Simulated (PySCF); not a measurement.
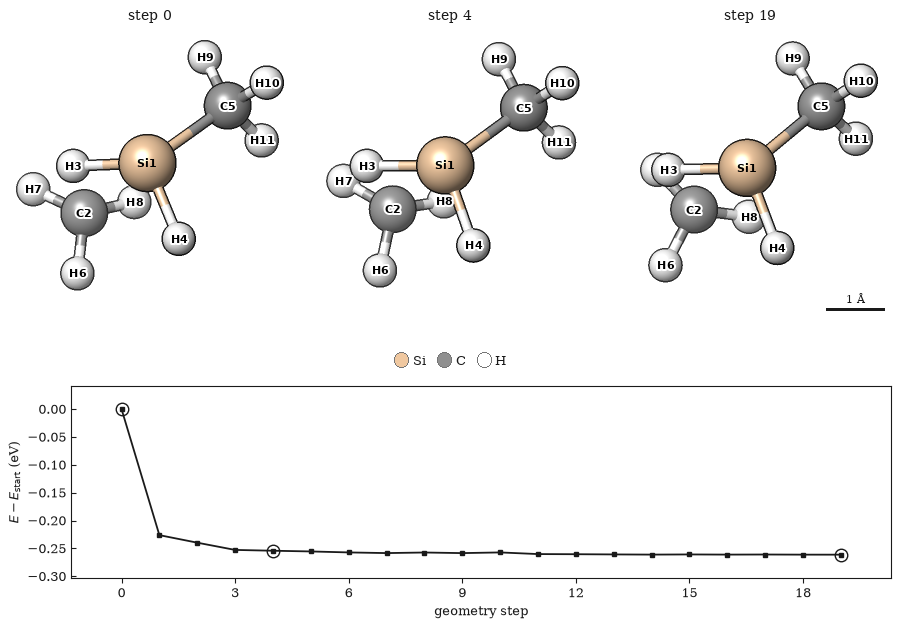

Frames of a relaxation of C2H8Si (coarse preliminary run), marked on the history of the run. The picture is a ball-and-stick view, seen from a free direction.

The reaction that was planned forms C2–H3 and breaks Si1–C2, Si1–H3 (atoms numbered from 1 in input order).

These are results of RKS PBE0-D4/def2-SVP, partitioned rational-function steps on a Bofill-updated Hessian in PySCF 2.14.0, not measurements. 

### Describe the path.

The atom that moves furthest after the best rigid fit is H7 (0.54 Å). Largest moves by element: H 0.54 Å, C 0.23 Å, Si 0.08 Å. Some distances before and after: Si1–C2 2.499 → 2.247 Å, C2–H3 1.580 → 1.494 Å, Si1–H3 1.486 → 1.526 Å, Si1–H4 1.463 → 1.499 Å. Among the angles between lasting bonds that change: H3–Si1–H4 113.9° → 110.3°, H4–Si1–C5 107.3° → 110.2°. After 19 geometry steps the energy has fallen by 0.261 eV. From step 0 to 4: H7 moves most (0.25 Å), energy −0.254 eV. From step 4 to 19: H7 moves most (0.32 Å), energy −0.007 eV.
